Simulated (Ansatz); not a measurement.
# In2Se (model cell, started as cuprite): relaxing the cell for a phonon run

Aim: bring In2Se (model cell, started as cuprite) to small forces and stress, as phonons need.

Main program and level: Ansatz 0.2.0; DFT PBEsol, scalar-relativistic, plane waves, PAW.

The structure was built from a prototype and need not be the compound's stable phase.

### 1. Set-up

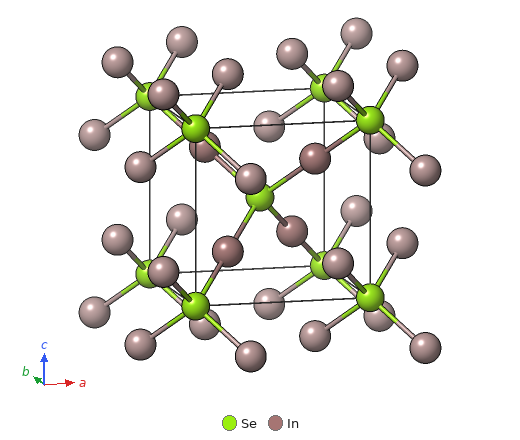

The cell as given, slightly off an axis (selenium green, indium brown). Some periodic images of atoms are drawn too.

Coordinates:

```cif
data_structure
_symmetry_space_group_name_H-M 'P 1'
_symmetry_Int_Tables_number 1
_cell_length_a 6.6659
_cell_length_b 6.6659
_cell_length_c 6.6659
_cell_angle_alpha 90.000
_cell_angle_beta 90.000
_cell_angle_gamma 90.000
_cell_volume 296.19
loop_
_atom_site_label
_atom_site_type_symbol
_atom_site_fract_x
_atom_site_fract_y
_atom_site_fract_z
_atom_site_occupancy
Se1 Se 0.00000 0.00000 0.00000 1
Se2 Se 0.50000 0.50000 0.50000 1
In3 In 0.25000 0.25000 0.25000 1
In4 In 0.75000 0.75000 0.25000 1
In5 In 0.75000 0.25000 0.75000 1
In6 In 0.25000 0.75000 0.75000 1
```

### 2. Probe on a coarse mesh

A quick single point on a coarse mesh tells whether the cell has a gap and how far it is from rest, which sets the k mesh and smearing that follow.

The input, input.yaml:

```yaml
crystal:
  lattice:
    - [6.66586, 0.0, 0.0]
    - [0.0, 6.66586, 0.0]
    - [0.0, 0.0, 6.66586]
  atoms:
    - { symbol: Se, position: [0.0, 0.0, 0.0] }
    - { symbol: Se, position: [0.5, 0.5, 0.5] }
    - { symbol: In, position: [0.25, 0.25, 0.25] }
    - { symbol: In, position: [0.75, 0.75, 0.25] }
    - { symbol: In, position: [0.75, 0.25, 0.75] }
    - { symbol: In, position: [0.25, 0.75, 0.75] }
kpoints:
  mp_grid: { grid: [4, 4, 4] }
hamiltonian:
  xc: pbesol
scf:
  occupations: { method: gaussian, width: 0.1 }
output:
  forces: true
  stress: true
  eigenvalues: true
```

Launch:

```bash
ansatz run input.yaml --threads 8 --pin off --max-ram 14336MiB --backend cpu --events-out ev --progress --plain --runs-dir out
```

Numbers of over 12 decimals in the logs are rounded to 6 here.

What it wrote:

```text
Engine: ansatz 0.2.0, aarch64-unknown-linux-gnu
Pseudopotentials: kind: paw
Pseudopotential: Se, paw, valence charge 16, recommended cutoff 420 eV (normal), Se.paw.azcp
Pseudopotential: In, paw, valence charge 13, recommended cutoff 420 eV (normal), In.paw.azcp
Functional definition: PBEsol
  exchange = pbesol_x
  correlation = pbesol_c
Crystal: 6 atoms, lattice volume = 296.189 Å³
[...]
k-point 0: bands = [... 38 lower, 0.3745, 2.8666, 2.8666, 3.2596, 3.2596, 3.2596, 5.1982, 5.1982, ... 5 higher]
  k-point 1: bands = [... 38 lower, 0.9172, 2.8522, 3.0735, 3.0870, 3.0870, 3.2942, 4.5684, 5.2229, ... 5 higher]
  k-point 2: bands = [... 38 lower, 1.9221, 1.9221, 2.9563, 2.9563, 3.6743, 3.6743, 4.3204, 4.3204, ... 5 higher]
  k-point 9: bands = [... 38 lower, 0.1718, 3.1576, 3.1576, 3.1576, 3.6660, 3.6660, 3.6660, 5.5816, ... 5 higher]
[key lines of the parts left out:]
SCF converged after 7 iterations
Free energy (F): -32947.146387 eV
Fermi energy:    3.147944 eV
P = ⅓ Tr σ = -0.1644 GPa (-1.644 kbar)
```

Run time: 1.2 s. Hardware: 8 threads of Arm Neoverse V2, shared host; peak memory 0.99 GiB; 7.6 s of CPU time.

Numbers from this step:

| Quantity | Value |
| --- | --- |
| pressure | -0.1644 GPa |
| volume per atom | 49.36 Å³ |
| gap on the k-mesh | 0 eV |

The coarse mesh shows no gap and a pressure of -0.2 GPa.

### 3. Relaxation

The cell and atoms are relaxed, since residual forces and stress would shift the frequencies.

input.yaml, as its differences from that of step 2:

```diff
@@ -13,3 +13,3 @@
 kpoints:
-  mp_grid: { grid: [4, 4, 4] }
+  mp_grid: { grid: [6, 6, 6] }
 hamiltonian:
@@ -22 +22,6 @@
   eigenvalues: true
+relax:
+  adjacent_minimum: "off"
+  f_tol: 0.005
+  max_steps: 80
+  cell: { stress_tol: 0.05 }
```

What it wrote:

```text
[...]
Crystal: 6 atoms, lattice volume = 296.189 Å³
Basis set: ecut = 420 eV, 5743 PW (Γ), exchange–correlation on 90×90×90 points (8 copies of the dense FFT grid, shifted against one another)
Bands: 51, of which v1, the nominal top of the filled ones, is band 42 counted from 1 (41 counted from 0)
Symmetry: 48 space group operations
[...]
k-points: 20 of 216
[...]
SCF iter   1: F=—  HF=-32947.165616 eV  |F-HF|=—  |Δ(HF+E_count)|=         —  Δρ=5.11e-3  dr2=2.26e-1  ethr=1.77e-3  ⟨swp⟩=7.5  Hψ=3783  notcnv=0
[...]
SCF iter   7: F=-32947.140985 eV  HF=-32947.140985 eV  |F-HF|=8.59e-10  |Δ(HF+E_count)|=   2.54e-7  Δρ=2.49e-6  dr2=3.10e-8  ethr=1.19e-10  ⟨swp⟩=11.0  Hψ=4800  notcnv=0
SCF 1 converged in 7 iterations: F = -32947.140985 eV  dr2 = 3.10e-8
[...]
relax step   1: F+E_penalty+E_count = -32947.14098546 eV  Δ(F+E_penalty+E_count) = +0.000e0 eV  max|allowed force component| = 4.819e-20 eV/Å  Δτ_max = 0.0000 Å  P = -0.158 GPa  Ω = 296.189 Å³  (7 SCF iters, dr2 threshold 1.00e-7 eV, accepted)
Crystal: 6 atoms, lattice volume = 294.094 Å³
[...]
iter 1 solved again at ethr=2.34e-6 eV; its pass at ethr=3.10e-3 eV (dr2=1.97e-3 eV) is discarded
[...]
SCF iter   5: F=-32947.142876 eV  HF=-32947.142876 eV  |F-HF|=1.58e-9  |Δ(HF+E_count)|=   3.50e-8  Δρ=1.72e-6  dr2=1.74e-8  ethr=7.45e-11  ⟨swp⟩=5.8  Hψ=3423  notcnv=0
SCF 2 converged in 5 iterations: F = -32947.142876 eV  dr2 = 1.74e-8
relax step   2: F+E_penalty+E_count = -32947.14287598 eV  Δ(F+E_penalty+E_count) = -1.891e-3 eV  max|allowed force component| = 3.469e-18 eV/Å  Δτ_max = 0.0000 Å  P = -0.099 GPa  Ω = 294.094 Å³  energy of the carried Pulay correction = +2.050e-4 eV  (5 SCF iters, dr2 threshold 6.26e-8 eV, accepted)
Crystal: 6 atoms, lattice volume = 290.633 Å³
Basis set: ecut = 420 eV, 5695 PW (Γ), exchange–correlation on 90×90×90 points (8 copies of the dense FFT grid, shifted against one another)
[...]
SCF iter   6: F=-32947.144281 eV  HF=-32947.144281 eV  |F-HF|=7.47e-9  |Δ(HF+E_count)|=   4.40e-8  Δρ=1.55e-6  dr2=7.73e-9  ethr=2.93e-11  ⟨swp⟩=5.2  Hψ=3640  notcnv=0
SCF 3 converged in 6 iterations: F = -32947.144281 eV  dr2 = 7.73e-9
relax step   3: F+E_penalty+E_count = -32947.14428073 eV  Δ(F+E_penalty+E_count) = -1.405e-3 eV  max|allowed force component| = 3.759e-18 eV/Å  Δτ_max = 0.0000 Å  P = +0.002 GPa  Ω = 290.633 Å³  energy of the carried Pulay correction = +5.489e-4 eV  (6 SCF iters, dr2 threshold 2.46e-8 eV, accepted)
[...]
SCF iter   5: F=-32947.143738 eV  HF=-32947.143738 eV  |F-HF|=0.00e0  |Δ(HF+E_count)|=  1.46e-11  Δρ=3.75e-8  dr2=2.62e-12  ethr=1.00e-12  ⟨swp⟩=6.0  Hψ=3909  notcnv=0
SCF 4 converged in 5 iterations: F = -32947.143738 eV  dr2 = 2.62e-12
relax step   4: F+E_penalty+E_count = -32947.14373775 eV  Δ(F+E_penalty+E_count) = +5.430e-4 eV  max|allowed force component| = 4.626e-18 eV/Å  Δτ_max = 0.0000 Å  P = +0.002 GPa  Ω = 290.633 Å³  stress off target by 1.87e-3 GPa  SCF on the basis re-selected at this cell (its energy is not comparable with the rows above)  (5 SCF iters)
basis re-selected at this cell: Δ(F+E_penalty+E_count) = +5.430e-4 eV, ΔP = +0.000 GPa vs the last step (what re-selecting the basis moved, of the pressure what is left beyond the Pulay correction that the steps carried, after the strain that the cell walked since its last selection, with what the two solves' SCF thresholds leave and, on support functions, any second-order correction that the steps lacked; it is no m [...]
SCF converged after 5 iterations
Free energy (F): -32947.143738 eV
[...]
Internal energy: -32947.123818 eV  (E = F + TS)
E sigma→0 (E₀):  -32947.133778 eV
Entropy (-TS):   -0.019920 eV (-3.320 meV/atom)
Fermi energy:    3.269443 eV
[...]
--- Stress (GPa, compression-positive) ---
        0.001872       0.000000      -0.000000
        0.000000       0.001872      -0.000000
       -0.000000      -0.000000       0.001872
  P = ⅓ Tr σ = 0.0019 GPa (0.019 kbar)
--- Band table (eV; the first three rows and the last of 20) ---
  k-point 0: bands = [... 38 lower, 0.4290, 2.9623, 2.9623, 3.4121, 3.4121, 3.4121, 5.3493, 5.3493, ... 5 higher]
  k-point 1: bands = [... 38 lower, 0.7180, 3.0563, 3.1418, 3.2443, 3.3143, 3.3143, 5.0094, 5.3932, ... 5 higher]
  k-point 2: bands = [... 38 lower, 1.3349, 2.7190, 3.1585, 3.1585, 3.3348, 3.7018, 4.3764, 5.3097, ... 5 higher]
  k-point 19: bands = [... 38 lower, 0.3624, 3.2967, 3.2967, 3.2967, 3.7799, 3.7799, 3.7799, 5.7470, ... 5 higher]
--- Relaxed structure (3 steps of the walk, 3 accepted, 1 SCFs on fresh bases) ---
  F+E_penalty+E_count = -32947.14373775 eV   max|allowed force component| = 4.626e-18 eV/Å   (the final SCF, on the basis selected at the relaxed cell)
  cell:  # Å, volume = 290.6329 Å³
    - [6.623918, 0, 0]
    - [0, 6.623918, 0.0]
    - [0, 0.0, 6.623918]
  atoms:
    - { symbol: Se, position: [0, 0, 0] }
    - { symbol: Se, position: [0.5, 0.5, 0.5] }
    - { symbol: In, position: [0.25, 0.25, 0.25] }
    - { symbol: In, position: [0.75, 0.75, 0.25] }
    - { symbol: In, position: [0.75, 0.25, 0.75] }
    - { symbol: In, position: [0.25, 0.75, 0.75] }
```

The job ended after 8.1 s (8 threads; peak memory 1.1 GiB).

Relaxation path:

| step | energy less that of the first step (eV) | largest force component (eV/Å) | pressure (GPa) | volume (Å³) |
| --- | --- | --- | --- | --- |
| 1 | 0.0000 | 0.0000 | -0.16 | 296.19 |
| 2 | -0.0019 | 0.0000 | -0.10 | 294.09 |
| 3 | -0.0033 | 0.0000 | 0.00 | 290.63 |
| 4* | -0.0028 | 0.0000 | 0.00 | 290.63 |

Relaxation steps marked * repeat the geometry before them on a plane-wave basis chosen anew for their cell, so energy and pressure can jump there.

Forces are held to the 48 operations that the run works with; a distortion that breaks them can't arise in this run.

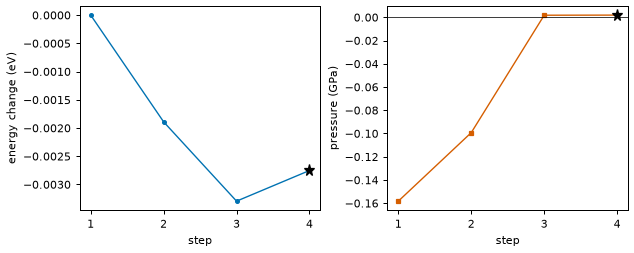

Energy and pressure along the relaxation. Stars mark steps on a basis chosen anew.

| conventional cell, symmetrised | before | after | change |
| --- | --- | --- | --- |
| a (Å) | 6.666 | 6.624 | -0.6 % |
| b (Å) | 6.666 | 6.624 | -0.6 % |
| c (Å) | 6.666 | 6.624 | -0.6 % |
| volume (Å³/atom) | 49.36 | 48.44 | -1.9 % |

The relaxed structure:

```
Se In
1.0
     6.62392    0.00000    0.00000
     0.00000    6.62392    0.00000
     0.00000    0.00000    6.62392
Se In
2 4
Direct
  0.00000 0.00000 0.00000
  0.50000 0.50000 0.50000
  0.25000 0.25000 0.25000
  0.75000 0.75000 0.25000
  0.75000 0.25000 0.75000
  0.25000 0.75000 0.75000
```

This step gave:

```
pressure        : 0.001872 GPa
volume per atom : 48.44 Å³
```

In this step the volume went from 49.36 to 48.44 Å³/atom.

### 4. Relaxing to small forces for the phonons

Phonons need a cell at rest on their own settings, so the relaxation is repeated with tight tolerances on forces and stress on the k mesh and occupations of the first response run.

input.yaml, as its differences from that of step 3:

```diff
@@ -2,5 +2,5 @@
   lattice:
-    - [6.66586, 0.0, 0.0]
-    - [0.0, 6.66586, 0.0]
-    - [0.0, 0.0, 6.66586]
+    - [6.6239178573, 0.0, 0.0]
+    - [0.0, 6.6239178573, 0.0]
+    - [0.0, 0.0, 6.6239178573]
   atoms:
@@ -17,3 +17,3 @@
 scf:
-  occupations: { method: gaussian, width: 0.1 }
+  occupations: { method: methfessel_paxton, width: 0.2 }
 output:
@@ -24,4 +24,4 @@
   adjacent_minimum: "off"
-  f_tol: 0.005
-  max_steps: 80
-  cell: { stress_tol: 0.05 }
+  f_tol: 0.001
+  max_steps: 60
+  cell: { stress_tol: 0.01 }
```

What it wrote:

```text
[...]
Crystal: 6 atoms, lattice volume = 290.633 Å³
Basis set: ecut = 420 eV, 5695 PW (Γ), exchange–correlation on 90×90×90 points (8 copies of the dense FFT grid, shifted against one another)
Bands: 51, of which v1, the nominal top of the filled ones, is band 42 counted from 1 (41 counted from 0)
Symmetry: 48 space group operations
[...]
k-points: 20 of 216
[...]
cell:  # Å, volume = 291.2273 Å³
    - [6.628430, 0, 0]
    - [0, 6.628430, 0]
    - [0, 0, 6.628430]
  atoms:
    - { symbol: Se, position: [0, 0, 0] }
    - { symbol: Se, position: [0.500000, 0.500000, 0.500000] }
    - { symbol: In, position: [0.250000, 0.250000, 0.250000] }
    - { symbol: In, position: [0.75, 0.75, 0.250000] }
    - { symbol: In, position: [0.75, 0.250000, 0.75] }
    - { symbol: In, position: [0.250000, 0.75, 0.75] }
[key lines of the parts left out:]
SCF converged after 6 iterations
Free energy (F): -32947.123776 eV
Fermi energy:    3.251288 eV
P = ⅓ Tr σ = -0.0001 GPa (-0.001 kbar)
```

Wall time 8.5 s (8 threads); peak memory 1.1 GiB.

Little changed from the start: no atom moved by 0.005 Å and no cell edge by 0.1 %.

Numbers from this step:

```yaml
pressure: -1.35e-4 GPa
volume_per_atom: 48.54 Å³
```

The forces vanish by symmetry and the pressure is 0.000 GPa, within the tolerances set. The cell now holds 48.54 Å³/atom.

### 5. Results

| Property | Result |
| --- | --- |
| space group after relaxation (within 0.01 Å) | Pn-3m |
| lattice constant a | 6.628 Å |
| lattice constant b | 6.628 Å |
| lattice constant c | 6.628 Å |
| volume per atom | 48.5 Å³ |

**Reading.** The forces vanish by symmetry and the pressure is 0.000 GPa, within the tolerances set. The cell now holds 48.54 Å³/atom. The relaxation keeps the symmetry of its start, so it says nothing on stability against lower symmetry. The starting cell was built on a prototype and not taken from a measurement, so the phase need not exist.

[Logs are printed without paths, hosts, clocks, repeated set-up lines and the standing remarks that a program may print on its own settings, such as how far it seeks lower states.]

[Hosts, paths, dates, database ids (printed as entryN), source tags and the programs' standing remarks are cut or masked in the printed files.]
